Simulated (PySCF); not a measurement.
# One shape, several levels: doublet [C2H6]+

We compute a comparison of 3 runs (U-wB97M-V/def2-SVPD, UM06-2X/def2-SVPD, USCS-MP2/def2-SVPD) of doublet [C2H6]+. The job is set up through a Python script.

The calculation is run with PySCF 2.14.0.

2 further runs of the same task are left out: 2 set aside as unsound or not needed.

## Step 1: Starting point

The species is [C2H6]+ (8 atoms), meant as a doublet with charge +1. SMILES of the parent species: `CC`. The coordinates come from a PBE0-D4/def2-TZVP relaxation. That shape belongs to the parent species and isn't relaxed for this state.

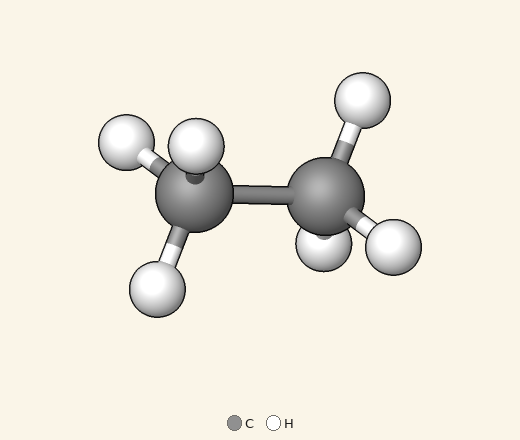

Viewed from a chosen angle; carbon grey, hydrogen white.

## Step 2: A single-point energy at U-wB97M-V/def2-SVPD (run 1)

Contents of mol.xyz:

```xyz
8
C2H6
C     -0.326800     0.132200    -0.672500
C      0.326800    -0.132200     0.672500
H      0.070500    -0.529600    -1.445900
H     -1.407100    -0.025700    -0.629000
H     -0.158600     1.160200    -1.002400
H     -0.070400     0.529600     1.445900
H      1.407100     0.025600     0.628900
H      0.158500    -1.160100     1.002500
```

Contents of job.py:

```python
from pyscf import gto, dft

system = gto.M(
    atom='mol.xyz',
    spin=1,
    charge=1,
    verbose=3,
    basis='def2-svpd',
    max_memory=1860,
)

ks = dft.UKS(system, xc='wb97m-v')
ks.nlcgrids.level = 1
ks.conv_tol = 1e-10
ks.grids.level = 5
ks.kernel()
if not ks.converged:
    ks = ks.newton().run(ks.mo_coeff, ks.mo_occ)

e_final = ks.e_tot
print('E = %.10f Eh' % e_final)
```

Started as:

```sh
$ OMP_NUM_THREADS=1 python job.py
```

What it wrote:

```text
converged SCF energy = -79.249323067243  <S^2> = 0.75256653  2S+1 = 2.0025649
E = -79.2493230672 Eh
```

Wall time 2.9 min (1 thread of Arm Neoverse V2, shared host); peak memory 0.52 GiB.

## Step 3: The energy at UM06-2X/def2-SVPD (run 2)

Contents of calc.py:

```python
from pyscf import gto, dft

molecule = gto.M(
    atom='''
C     -0.326800     0.132200    -0.672500
C      0.326800    -0.132200     0.672500
H      0.070500    -0.529600    -1.445900
H     -1.407100    -0.025700    -0.629000
H     -0.158600     1.160200    -1.002400
H     -0.070400     0.529600     1.445900
H      1.407100     0.025600     0.628900
H      0.158500    -1.160100     1.002500
''',
    spin=1,
    basis='def2-svpd',
    verbose=3,
    max_memory=1860,
    charge=1,
)

calc0 = dft.UKS(molecule)
calc0.xc = 'm06-2x'
calc0.grids.level = 5
calc0.conv_tol = 1e-10
calc0.kernel()
if not calc0.converged:
    calc0 = calc0.newton().run(calc0.mo_coeff, calc0.mo_occ)

energy = calc0.e_tot
print('Final energy', energy)
```

Started as:

```sh
$ OMP_NUM_THREADS=1 python calc.py
```

What it wrote:

```text
WARN: HOMO -0.391870620227541 >= LUMO -0.39187062022754

converged SCF energy = -79.2571536843802  <S^2> = 0.75428458  2S+1 = 2.00428
Final energy -79.2571536843802
```

It took 2.2 min on 1 thread of Arm Neoverse V2, shared host; peak memory 0.51 GiB.

## Step 4: A single-point energy at USCS-MP2/def2-SVPD (run 3)

Contents of job.py:

```python
from pyscf import gto, scf, mp

mol = gto.Mole()
mol.atom = '''
C     -0.617562     0.249822    -1.270841
C      0.617562    -0.249822     1.270841
H      0.133226    -1.000799    -2.732355
H     -2.659034    -0.048566    -1.188638
H     -0.299711     2.192460    -1.894261
H     -0.133037     1.000799     2.732355
H      2.659034     0.048377     1.188449
H      0.299522    -2.192271     1.894450
'''
mol.spin = 1
mol.charge = 1
mol.max_memory = 1860
mol.verbose = 4
mol.basis = 'def2-svpd'
mol.unit = 'bohr'
mol.build()

mf = scf.UHF(mol)
mf.conv_tol = 1e-10
mf.kernel()
if not mf.converged:
    mf = mf.newton().run(mf.mo_coeff, mf.mo_occ)

pt = mp.MP2(mf, frozen=2).run()
etot = mf.e_tot + 1.2 * pt.e_corr_os + pt.e_corr_ss / 3
print('Final energy', etot)
```

Started as:

```sh
$ OMP_NUM_THREADS=1 python job.py
```

What it wrote:

```text
PySCF version 2.14.0

[... 42 lines left out ...]
WARN: beta  nocc = 8  HOMO -0.384680212812718 >= LUMO -0.3846514040198
[... 114 lines left out ...]
converged SCF energy = -78.726393415808  <S^2> = 0.7699526  2S+1 = 2.0198541
[... 1 line left out ...]
******** <class 'pyscf.mp.ump2.UMP2'> ********
nocc = (np.int64(7), np.int64(6)), nmo = (86, 86)
frozen orbitals 2
E(UMP2) = -79.0291629513311  E_corr = -0.302769535523114
E(SCS-UMP2) = -79.031572304089  E_corr = -0.305178888280994
E_corr(same-spin) = -0.0670898704000882
E_corr(oppo-spin) = -0.235679665123026
Final energy -79.03157230408895
```

Wall time 3.3 s (1 thread of Arm Neoverse V2, shared host); peak memory 0.19 GiB.

## Step 5: Overview of the runs

| run | level | nlc grid | integration grid | energy (Eh) | HOMO energy (eV) | LUMO energy (eV) | ⟨S²⟩ | wall time |
| --- | --- | --- | --- | --- | --- | --- | --- | --- |
| 1 | U-wB97M-V/def2-SVPD | 1 | 5 | -79.249323 | -19.40 | -12.83 | 0.753 | 2.9 min |
| 2 | UM06-2X/def2-SVPD | – | 5 | -79.257154 | -18.30 | -14.02 | 0.754 | 2.2 min |
| 3 | USCS-MP2/def2-SVPD | – | – | -79.031572 | -20.55 | -11.35 | 0.770 | 3.3 s |

## Step 6: Results

```
                                                         quantity         value
                                              run 3: total energy  -79.03157 Eh
run 3: HOMO energy (Hartree–Fock orbitals) (highest over α and β)     -20.55 eV
 run 3: LUMO energy (Hartree–Fock orbitals) (lowest over α and β)     -11.35 eV
               run 3: correlation energy (2 core orbitals frozen)    -305.2 mEh
                         run 3: ⟨S²⟩ of the reference determinant         0.770
```

What this shows: Totals of different functionals can't be ranked against each other. All runs together took 5.1 min, the longest 2.9 min.
